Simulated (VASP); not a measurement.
Band structure of Pd$_{3}$S (space group Cmcm). Computed with PBEsol GGA, VASP's PBE PAW potentials (set 64) (plane waves; VASP 6.6.1).

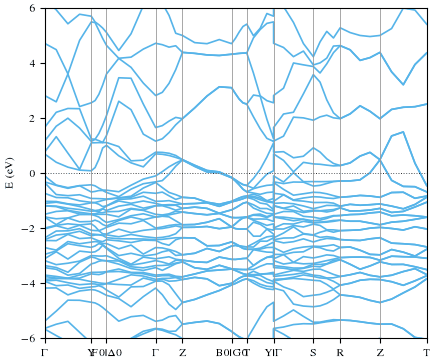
*Bands along high-symmetry lines, zero at the valence-band maximum or, without a gap, the Fermi level*

Problem. Read the plot: is there a gap, and where are the band edges?

Solution. It has no gap at this level: it comes out as a metal or semimetal.

The structure comes from a computed database's Pd3S entry (Cmcm); how it stands against other phases isn't given here. The cell was not relaxed at this level. The k-mesh is coarse (spacing up to 0.33 per Å, 2π included), so the numbers may not be converged in it.
